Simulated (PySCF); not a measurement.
# C₄H₉FOSi: a tour of settings, part 2 of 2

PySCF 2.14.0. Atoms count from 0. The steps go on from the part before.

## Step 4: Indirect couplings: LDA/6-31++G**

Job settings and geometry (Å):

```
{"job": {"kind": "j", "xc": "LDA", "basis": "6-31++G**", "grid": 1}, "charge": 0, "multiplicity": 1}
C      2.130802    -0.303973     0.201496
C      0.726714    -0.031147     0.719407
C     -0.313907    -0.988802     0.130282
C     -1.671875    -0.294908     0.198126
F     -2.519825    -0.806665    -0.772167
Si    -1.186108     1.554034    -0.037625
O      0.362673     1.302586     0.396757
H      2.429226    -1.317912     0.454180
H      2.833044     0.395647     0.646397
H      2.156967    -0.180472    -0.878226
H      0.718754    -0.109300     1.815218
H     -0.085229    -1.162672    -0.923441
H     -0.299369    -1.946525     0.650614
H     -2.172534    -0.493765     1.151860
H     -1.271022     1.973844    -1.428295
H     -1.845909     2.418973     0.931493
```

Method: LDA/6-31++G** indirect spin-spin coupling, non-relativistic, gas phase.

Output:

```text
final grid: 59864 points
cycle   1  E = -618.4518126639  dE =  7.383e-01  |g| = 8.613e-01  |ddm| = 5.642e+00
cycle   2  E = -617.8087103143  dE =  6.431e-01  |g| = 1.950e+00  |ddm| = 1.177e+01
cycle   3  E = -618.5928882638  dE = -7.842e-01  |g| = 2.876e-01  |ddm| = 1.041e+01
cycle   4  E = -618.6096260916  dE = -1.674e-02  |g| = 1.000e-01  |ddm| = 8.569e-01
cycle   5  E = -618.6115473946  dE = -1.921e-03  |g| = 3.024e-02  |ddm| = 3.188e-01
cycle   6  E = -618.6116846100  dE = -1.372e-04  |g| = 1.319e-02  |ddm| = 5.991e-02
cycle   7  E = -618.6117183679  dE = -3.376e-05  |g| = 2.222e-03  |ddm| = 3.364e-02
cycle   8  E = -618.6117194197  dE = -1.052e-06  |g| = 7.741e-04  |ddm| = 8.279e-03
cycle   9  E = -618.6117195608  dE = -1.412e-07  |g| = 1.923e-04  |ddm| = 2.915e-03
cycle  10  E = -618.6117195700  dE = -9.170e-09  |g| = 3.533e-05  |ddm| = 7.337e-04
cycle  11  E = -618.6117195703  dE = -3.379e-10  |g| = 1.505e-05  |ddm| = 2.219e-04
converged SCF energy = -618.6117195703

Indirect spin-spin couplings (Hz)
  i      j    bonds     total        FC       PSO       DSO        SD
  0 C    1 C    1     48.924    49.315    -0.645     0.253         -
  0 C    2 C    2      2.704     2.872    -0.200     0.031         -
  0 C    3 C    3      2.872     2.878     0.038    -0.044         -
  0 C    4 F    4     -0.565    -0.336    -0.048    -0.199     0.018
  0 C    5 Si   3     -2.459    -2.435    -0.067     0.055    -0.012
  0 C    6 O    2     -6.202    -6.379     0.200    -0.023         -
  0 C    7 H    1    118.888   117.077     1.085     0.727         -
  0 C    8 H    1    124.496   122.814     0.954     0.727         -
  0 C    9 H    1    125.742   124.044     0.926     0.772         -
  0 C   10 H    2      1.819     1.878     0.028    -0.087         -
  0 C   11 H    3      4.926     4.854    -0.125     0.196         -
  0 C   12 H    3     -0.113    -0.101     0.050    -0.062         -
  0 C   13 H    4     -0.312    -0.249     0.215    -0.278         -
  0 C   14 H    4     -0.321    -0.250     0.096    -0.166         -
  1 C    2 C    1     46.997    47.306    -0.616     0.306         -
  1 C    3 C    2      6.433     6.375    -0.039     0.097         -
  1 C    4 F    3     11.052    12.659    -1.522    -0.217     0.133
  1 C    5 Si   2     -1.561    -2.064     0.486     0.013     0.005
  1 C    6 O    1     13.277    14.334    -0.874    -0.183         -
  1 C    7 H    2      2.350     2.251     0.075     0.024         -
  1 C    8 H    2     -2.711    -2.667    -0.049     0.005         -
  1 C    9 H    2     -2.977    -2.972    -0.039     0.034         -
  1 C   10 H    1    141.684   140.537    -0.163     1.309         -
  1 C   11 H    2     -2.661    -2.685    -0.117     0.141         -
  1 C   12 H    2      2.928     2.831     0.014     0.082         -
  1 C   13 H    3     -0.188    -0.198    -0.019     0.029         -
  1 C   14 H    3      1.703     1.954     0.086    -0.337         -
  1 C   15 H    3      1.542     1.788     0.084    -0.330         -
  2 C    3 C    1     46.543    47.247    -1.017     0.313         -
  2 C    4 F    2     14.895    15.915    -1.548     0.076     0.452
  2 C    5 Si   2     -5.108    -5.328     0.200    -0.023     0.043
  2 C    6 O    2      0.419     0.090     0.356    -0.026         -
  2 C    7 H    3      0.650     0.589    -0.060     0.121         -
  2 C    8 H    3      7.537     7.667     0.246    -0.376         -
  2 C    9 H    3      2.486     2.451    -0.081     0.116         -
  2 C   10 H    2      1.728     1.764    -0.091     0.055         -
  2 C   11 H    1    131.908   130.149     0.593     1.166         -
  2 C   12 H    1    131.067   129.335     0.669     1.063         -
  2 C   13 H    2      0.713     0.807    -0.125     0.031         -
  2 C   14 H    3     -0.505    -0.372     0.023    -0.155         -
  2 C   15 H    3      1.041     1.269     0.145    -0.373         -
  3 C    4 F    1   -200.007  -253.253    34.902     0.980    17.364
  3 C    5 Si   1    -47.718   -47.011     0.643    -0.151    -1.198
  3 C    6 O    2      0.245     0.064     0.209    -0.028         -
  3 C    7 H    4      0.155     0.170     0.168    -0.183         -
  3 C    8 H    4      1.855     1.914     0.213    -0.272         -
  3 C    9 H    4     -0.295    -0.260     0.071    -0.106         -
  3 C   10 H    3      0.335     0.143     0.077     0.114         -
  3 C   11 H    2     -3.505    -3.549    -0.119     0.164         -
  3 C   12 H    2     -1.549    -1.457    -0.132     0.040         -
  3 C   13 H    1    138.509   137.531    -0.339     1.316         -
  3 C   14 H    2      1.829     2.034    -0.102    -0.104         -
  3 C   15 H    2      7.759     7.960    -0.134    -0.067         -
  4 F    5 Si   2    -16.755   -23.478     7.721    -0.002    -0.997
  4 F    6 O    3      2.829     0.864     1.858     0.156    -0.048
  4 F    8 H    5      1.668     2.071     0.633    -1.049     0.013
  4 F    9 H    5     -0.169    -0.168     0.436    -0.398    -0.039
  4 F   10 H    4     -1.407    -0.576     0.355    -1.182    -0.004
  4 F   11 H    3     22.389    21.613     0.688     0.691    -0.602
  4 F   12 H    3     -1.268    -1.826     1.220    -0.511    -0.150
  4 F   13 H    2     40.633    32.173    11.502    -0.556    -2.486
  4 F   14 H    3      2.652     2.644     0.035     0.171    -0.198
  4 F   15 H    3      4.242     5.373    -0.102    -1.004    -0.025
  5 Si   6 O    1    -17.781   -12.576    -5.935     0.066     0.664
  5 Si   7 H    4     -1.230    -1.337    -0.154     0.267    -0.006
  5 Si   8 H    4      0.330     0.343    -0.163     0.229    -0.078
  5 Si   9 H    4      0.181     0.070     0.010     0.100     0.001
  5 Si  10 H    3      0.353     0.020     0.120     0.186     0.028
  5 Si  11 H    3     -0.459    -0.677     0.120     0.019     0.078
  5 Si  12 H    3     -7.486    -7.678    -0.145     0.304     0.032
  5 Si  13 H    2     -3.654    -3.755     0.132     0.026    -0.056
  5 Si  14 H    1   -181.673  -181.836     1.199    -0.393    -0.642
  5 Si  15 H    1   -173.518  -173.651     1.118    -0.378    -0.607
  6 O    7 H    3     -9.703    -9.872    -0.042     0.211         -
  6 O    8 H    3     -1.221    -1.069    -0.061    -0.091         -
  6 O    9 H    3     -1.723    -1.623    -0.014    -0.086         -
  6 O   10 H    2     -4.488    -4.010    -0.439    -0.039         -
  6 O   11 H    3     -0.025     0.055    -0.088     0.007         -
  6 O   12 H    3     -2.574    -2.770    -0.026     0.222         -
  6 O   13 H    3     -0.052    -0.084    -0.066     0.099         -
  6 O   14 H    2     -6.988    -7.127     0.004     0.135         -
  6 O   15 H    2     -7.960    -8.081    -0.013     0.134         -
  7 H    8 H    2     -9.288    -8.795     2.073    -2.566         -
  7 H    9 H    2     -9.076    -8.611     1.997    -2.462         -
  7 H   10 H    3      0.913     0.893     0.235    -0.215         -
  7 H   12 H    4      0.547     0.254    -0.600     0.893         -
  7 H   13 H    5     -0.213    -0.019     0.610    -0.804         -
  7 H   14 H    5     -0.441    -0.036     0.653    -1.059         -
  8 H    9 H    2     -8.762    -8.346     1.955    -2.371         -
  8 H   10 H    3      2.970     2.922     0.139    -0.091         -
  8 H   12 H    4     -0.759    -0.353     1.017    -1.423         -
  8 H   13 H    5     -0.243     0.074     0.795    -1.112         -
  8 H   14 H    5     -0.354    -0.010     0.472    -0.817         -
  8 H   15 H    5     -0.360     0.074     0.496    -0.929         -
  9 H   10 H    3      7.165     8.008     1.824    -2.667         -
  9 H   11 H    4      0.274    -0.406    -1.308     1.987         -
  9 H   12 H    4     -0.324    -0.093     0.646    -0.878         -
  9 H   15 H    5     -0.632     0.068     0.606    -1.306         -
 10 H   11 H    3      7.035     7.782     1.639    -2.387         -
 10 H   12 H    3      3.289     2.994    -0.219     0.514         -
 10 H   14 H    4     -0.484     0.585     0.985    -2.054         -
 10 H   15 H    4     -0.305    -0.034     0.143    -0.414         -
 11 H   12 H    2     -8.382    -8.265     1.515    -1.632         -
 11 H   13 H    3      7.137     7.894     1.627    -2.384         -
 11 H   15 H    4     -1.149    -0.030     0.792    -1.911         -
 12 H   13 H    3      7.163     6.873    -0.202     0.491         -
 12 H   14 H    4     -1.153    -0.444     0.933    -1.642         -
 12 H   15 H    4     -0.571     0.106     0.768    -1.445         -
 13 H   14 H    3      1.815     3.060     0.859    -2.104         -
 13 H   15 H    3      1.245     1.093    -0.228     0.380         -
 14 H   15 H    2     19.216    21.186     0.425    -2.395         -
```

Wall time 62 s (1 thread, shared host).

This basis has no tight s functions, so the Fermi-contact terms are rough.

A choice of the couplings up to four bonds, sorted by the number of bonds, with means over like pairs; isotopes 13C, 19F, 1H, 17O, 29Si:

| pair | bonds | J (Hz) | Fermi contact (Hz) | dihedral (°) |
| --- | --- | --- | --- | --- |
| C3–F4 | 1 | -200.0 | -253.3 | – |
| Si5–H14 | 1 | -181.7 | -181.8 | – |
| Si5–H15 | 1 | -173.5 | -173.7 | – |
| C1–H10 | 1 | 141.7 | 140.5 | – |
| C3–H13 | 1 | 138.5 | 137.5 | – |
| C2–H11 | 1 | 131.9 | 130.1 | – |
| C2–H12 | 1 | 131.1 | 129.3 | – |
| C0–H7 | 1 | 123.0 | 121.3 | – |
| C0–C1 | 1 | 48.9 | 49.3 | – |
| F4–H13 | 2 | 40.6 | 32.2 | – |
| H14–H15 | 2 | 19.2 | 21.2 | – |
| F4–Si5 | 2 | -16.8 | -23.5 | – |
| C2–F4 | 2 | 14.9 | 15.9 | – |
| H7–H8 | 2 | -9.0 | -8.6 | – |
| H11–H12 | 2 | -8.4 | -8.3 | – |
| O6–H15 | 2 | -8.0 | -8.1 | – |
| C3–H15 | 2 | 7.8 | 8.0 | – |
| O6–H14 | 2 | -7.0 | -7.1 | – |
| F4–H11 | 3 | 22.4 | 21.6 | 37 |
| C1–F4 | 3 | 11.1 | 12.7 | 155 |
| Si5–H12 | 3 | -7.5 | -7.7 | 155 |
| H12–H13 | 3 | 7.2 | 6.9 | 34 |
| H11–H13 | 3 | 7.1 | 7.9 | 154 |
| H10–H11 | 3 | 7.0 | 7.8 | -161 |
| C0–H11 | 3 | 4.9 | 4.9 | -39 |
| F4–H15 | 3 | 4.2 | 5.4 | 107 |
| O6–H7 | 3 | -4.2 | -4.2 | – |
| F4–H10 | 4 | -1.4 | -0.6 | – |
| H12–H14 | 4 | -1.2 | -0.4 | – |
| H11–H15 | 4 | -1.1 | 0.0 | – |

The spin-dipole term was solved for some atoms only; pairs without it lack that part.

The response was solved for the nuclei of C, F, H, Si alone, so couplings that need other nuclei can be missing.

Quadrupole couplings from the field gradients of the same density:

| atom | isotope | eQq/h (MHz) | η |
| --- | --- | --- | --- |
| O6 | 17O | -8.733 | 0.34 |

Joined with the shifts from before (PBE0/pcSseg-1, unscaled), the couplings predict the line list below for 600 MHz.

1H NMR δ 5.62 (dtt, J = 40.6, 7.2, 1.5 Hz, 1H), 5.02 (m, 1H), 4.93 (m, 1H), 4.15 (d of quint of d, J = 7.0, 3.6, 1.4 Hz, 1H), 2.54 (m, 1H), 1.90 (m, 1H), 1.43 (d, J = 3.7 Hz, 3H).

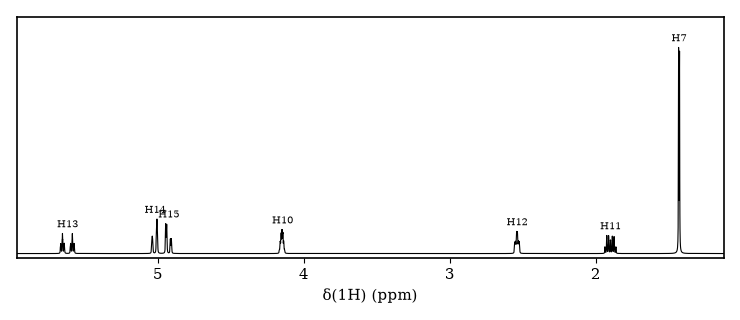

Simulated proton spectrum at 600 MHz, by exact diagonalisation of each spin system; lines 1.2 Hz wide, exchangeable protons uncoupled.

## Step 5: Ultraviolet spectrum: PBE0/cc-pVDZ in tetrahydrofuran

Same as in step 4 but for these lines:

```diff
@@ -1,2 +1,2 @@
-{"job": {"kind": "j", "xc": "LDA", "basis": "6-31++G**", "grid": 1}, "charge": 0, "multiplicity": 1}
+{"job": {"kind": "uv", "xc": "PBE0", "basis": "cc-pVDZ", "solvent": "tetrahydrofuran", "nstates": 12, "ntriplets": 2, "tda": false, "scf": {"guess": "atom", "conv": 1e-08}}, "charge": 0, "multiplicity": 1}
 C      2.130802    -0.303973     0.201496
```

Method: TDDFT PBE0/cc-pVDZ, vertical, IEF-PCM tetrahydrofuran (non-equilibrium linear response), core orbitals frozen in the response.

Output:

```text
final grid: 127920 points
cycle   1  E = -621.6849385030  dE =  1.890e+00  |g| = 1.050e+00  |ddm| = 8.168e+00
cycle   2  E = -621.5535822017  dE =  1.314e-01  |g| = 1.309e+00  |ddm| = 4.078e+00
cycle   3  E = -621.9351758272  dE = -3.816e-01  |g| = 2.007e-01  |ddm| = 2.240e+00
cycle   4  E = -621.9425459511  dE = -7.370e-03  |g| = 4.963e-02  |ddm| = 3.333e-01
cycle   5  E = -621.9430647070  dE = -5.188e-04  |g| = 1.051e-02  |ddm| = 9.031e-02
cycle   6  E = -621.9430864548  dE = -2.175e-05  |g| = 4.006e-03  |ddm| = 2.203e-02
cycle   7  E = -621.9430897816  dE = -3.327e-06  |g| = 6.931e-04  |ddm| = 6.467e-03
cycle   8  E = -621.9430898746  dE = -9.295e-08  |g| = 2.644e-04  |ddm| = 1.616e-03
cycle   9  E = -621.9430898869  dE = -1.238e-08  |g| = 6.246e-05  |ddm| = 4.291e-04
cycle  10  E = -621.9430898878  dE = -8.815e-10  |g| = 1.006e-05  |ddm| = 1.156e-04
converged SCF energy = -621.9430898878

Static polarisability (au): isotropic 82.237, principal 75.853 78.555 92.302

Singlet excitations
state   eV       nm        f      main configurations
  1   6.8938    179.8   0.03948   H->L 0.78, H-1->L 0.20
  2   6.9769    177.7   0.02119   H-1->L 0.78, H->L 0.20
  3   7.8626    157.7   0.01671   H->L+1 0.80, H-1->L+1 0.16
  4   7.9789    155.4   0.02686   H-1->L+1 0.72, H->L+1 0.13, H-2->L 0.12
  5   8.0627    153.8   0.03392   H-2->L 0.85, H-1->L+1 0.09
  6   8.3880    147.8   0.01175   H->L+2 0.56, H-3->L 0.25, H-1->L+2 0.09
  7   8.4622    146.5   0.05780   H-3->L 0.72, H->L+2 0.18
  8   8.8261    140.5   0.01453   H-1->L+2 0.80, H->L+2 0.13
  9   8.9803    138.1   0.00741   H-2->L+1 0.94
 10   9.0505    137.0   0.02678   H-4->L 0.37, H->L+3 0.24, H-1->L+3 0.24
 11   9.1176    136.0   0.00467   H->L+3 0.47, H-4->L 0.23, H->L+4 0.11
 12   9.2444    134.1   0.06386   H-1->L+3 0.54, H-4->L 0.30

Triplet excitations (Tamm-Dancoff, eV): 6.3288 6.6350
```

Wall time 78 s (1 thread, shared host).

In short: HOMO -7.70 eV, LUMO 0.63 eV; lowest singlet 6.89 eV.

## Step 6: NMR shieldings: PBE0/6-31G*

Same as in step 5 but for these lines:

```diff
@@ -1,2 +1,2 @@
-{"job": {"kind": "uv", "xc": "PBE0", "basis": "cc-pVDZ", "solvent": "tetrahydrofuran", "nstates": 12, "ntriplets": 2, "tda": false, "scf": {"guess": "atom", "conv": 1e-08}}, "charge": 0, "multiplicity": 1}
+{"job": {"kind": "nmr", "xc": "PBE0", "basis": "6-31G*", "pop": false}, "charge": 0, "multiplicity": 1}
 C      2.130802    -0.303973     0.201496
```

Level: GIAO PBE0/6-31G* NMR shielding, non-relativistic, gas phase.

Output:

```text
coarse grid: 13720 points
cycle   1  E = -621.8367540399  dE =  8.674e-01  |g| = 7.947e-01  |ddm| = 3.533e+00
cycle   2  E = -621.6949115076  dE =  1.418e-01  |g| = 1.188e+00  |ddm| = 1.775e+00
cycle   3  E = -621.9547618932  dE = -2.599e-01  |g| = 1.142e-01  |ddm| = 1.185e+00
cycle   4  E = -621.9573210258  dE = -2.559e-03  |g| = 3.916e-02  |ddm| = 1.330e-01
cycle   5  E = -621.9576361090  dE = -3.151e-04  |g| = 8.115e-03  |ddm| = 3.868e-02
cycle   6  E = -621.9576464622  dE = -1.035e-05  |g| = 3.385e-03  |ddm| = 9.067e-03
cycle   7  E = -621.9576487540  dE = -2.292e-06  |g| = 3.261e-04  |ddm| = 2.860e-03
final grid: 127920 points
cycle   8  E = -621.9050493549  dE = -2.054e-05  |g| = 1.082e-02  |ddm| = 2.131e-02
cycle   9  E = -621.9050251353  dE =  2.422e-05  |g| = 1.567e-02  |ddm| = 2.126e-02
cycle  10  E = -621.9050745111  dE = -4.938e-05  |g| = 1.181e-03  |ddm| = 1.259e-02
cycle  11  E = -621.9050748151  dE = -3.040e-07  |g| = 1.793e-04  |ddm| = 1.237e-03
cycle  12  E = -621.9050748210  dE = -5.842e-09  |g| = 8.239e-05  |ddm| = 2.442e-04
cycle  13  E = -621.9050748221  dE = -1.148e-09  |g| = 2.198e-05  |ddm| = 8.194e-05
cycle  14  E = -621.9050748222  dE = -9.504e-11  |g| = 4.157e-06  |ddm| = 2.376e-05
converged SCF energy = -621.9050748222

GIAO shielding tensors (ppm)
atom      isotropic    diamagn.    paramagn.     s11        s22        s33       span
  0 C      171.167     249.129     -77.961    157.975    161.837    193.691     35.716
  1 C      125.394     238.879    -113.485     87.959    117.498    170.725     82.766
  2 C      153.956     250.311     -96.354    128.676    156.528    176.666     47.990
  3 C      109.162     244.051    -134.889     61.507     96.674    169.306    107.799
  4 F      439.190     469.391     -30.201    393.680    424.606    499.283    105.604
  5 Si     402.708     882.201    -479.493    368.850    378.947    460.328     91.478
  6 O      290.818     390.963    -100.145    261.622    275.697    335.135     73.513
  7 H       31.358      29.893       1.465     27.207     29.515     37.352     10.145
  8 H       30.738      29.412       1.326     26.784     28.523     36.907     10.123
  9 H       31.249      30.427       0.823     28.085     30.152     35.511      7.426
 10 H       28.075      29.903      -1.827     25.412     26.276     32.537      7.125
 11 H       30.405      32.127      -1.722     26.738     31.012     33.464      6.725
 12 H       29.886      30.851      -0.965     26.074     29.047     34.536      8.462
 13 H       26.712      28.822      -2.110     23.605     27.744     28.788      5.183
 14 H       27.037      29.939      -2.902     23.554     24.867     32.690      9.137
 15 H       27.196      29.282      -2.086     23.679     24.762     33.146      9.467
```

It took 33 s on 1 thread, shared host.

Key values: δ C3 87.2, C1 71.0, C2 42.4, C0 25.2, H13 5.70, H14 5.37 ppm.

## Step 7: Side by side: NMR shifts

Shifts (ppm) of some atoms, chosen among heavy atoms and hydrogens apart, with basis size and wall time:

| run | C3 | C1 | H14 | H15 | F4 | Si5 | O6 | functions | time |
| --- | --- | --- | --- | --- | --- | --- | --- | --- | --- |
| PBE0/pcSseg-1 | 93.6 | 76.0 | 5.02 | 4.93 | -260.5 | -11.1 | 54.7 | 171 | 89 s |
| PBE0/6-31G* | 87.2 | 71.0 | 5.37 | 5.22 | -246.6 | 12.8 | 35.1 | 120 | 33 s |

## Step 8: Side by side: electronic excitations

Excitations and ground-state properties, with basis size and wall time:

| run | lowest singlet (eV) | brightest (eV) | f | gap (eV) | α (Å³) | μ (D) | functions | time |
| --- | --- | --- | --- | --- | --- | --- | --- | --- |
| PBE0/def2-SVPD | 6.72 | 7.50 | 0.031 | 8.09 | 11.01 | 1.52 | 222 | 2.1 min |
| PBE0/cc-pVDZ in tetrahydrofuran | 6.89 | 9.24 | 0.064 | 8.33 | 12.19 | 1.66 | 147 | 78 s |

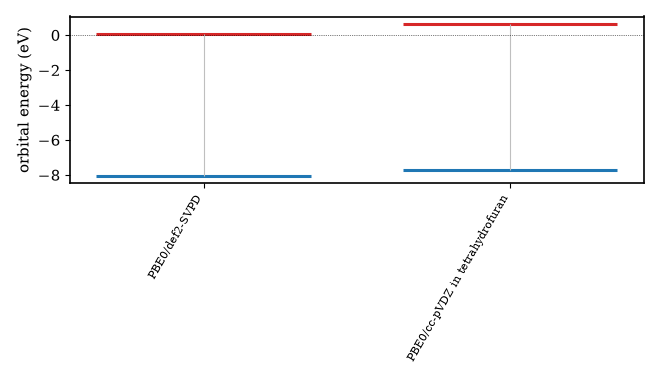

HOMO (blue) and LUMO (red) run by run.

## Step 9: Outcome

This closing draws on all 2 parts.

| quantity | value |
| --- | --- |
| 13C shifts against TMS (PBE0/pcSseg-1) | 93.6, 76.0, 45.8, 26.6 ppm |
| 1H shifts against TMS (PBE0/pcSseg-1, means over atoms taken as alike) | 5.62, 5.02, 4.93, 4.15, 2.54, 1.90, 1.43 ppm |
| 19F shifts against CFCl3 (PBE0/pcSseg-1) | -260.5 ppm |
| 29Si shifts against TMS (PBE0/pcSseg-1) | -11.1 ppm |
| 17O shifts against H2O (PBE0/pcSseg-1) | 54.7 ppm |
| surface potential, 1st and 99th percentile | -1.25 V and 1.33 V |
| lowest singlet (PBE0/def2-SVPD) | 6.72 eV (184 nm), f = 0.025 |
| brightest single state of those computed | state 4, 7.50 eV, f = 0.031 |
| lowest triplet | 6.23 eV |
| largest coupling of the table (LDA/6-31++G**) | 1J(C,F) C3–F4, -200.0 Hz |
| range of the shift of Si5 | -11.1 to 12.8 ppm |
| range of the lowest singlet | 6.72 to 6.89 eV |

What this shows: Single values in the summary come from the first run of each kind that ended normally (PBE0/pcSseg-1; PBE0/def2-SVPD; LDA/6-31++G**), which need not be the best level. C3 (sp3 CH bonded to F and Si) lies farthest downfield among carbon, at 93.6 ppm; deshielded by the electronegative neighbour. The most deshielded hydrogen is H13 (hydrogen on an sp3 CH bonded to F and Si), at 5.62 ppm: its carbon carries F, which withdraws density. The first singlet state (HOMO→LUMO 0.91) lies at 6.72 eV and is weak; of the 6 states computed, the strongest absorption comes from state 4 at 7.50 eV. The lowest triplet lies 0.49 eV below the lowest singlet (triplets in Tamm-Dancoff, singlets in full TDDFT). In the run at LDA/6-31++G**, the largest coupling of the table is C3–F4, -200.0 Hz, of which the Fermi-contact term gives -253.3 Hz. Couplings across rotatable bonds belong to this one conformer; where others are populated, the observed values are averages. In ppm, Si5 moves most: its shift spreads over 23.8 ppm, from -11.1 (PBE0/pcSseg-1) to 12.8 (PBE0/6-31G*). The lowest singlet runs from 6.72 eV (PBE0/def2-SVPD) to 6.89 eV (PBE0/cc-pVDZ in tetrahydrofuran), while the orbital gap spans 8.09 to 8.33 eV. The lowest state need not be the same one in every run. The runs solved for a few states only, so the brightest column depends on that window. Couplings from bases without tight functions are rough.
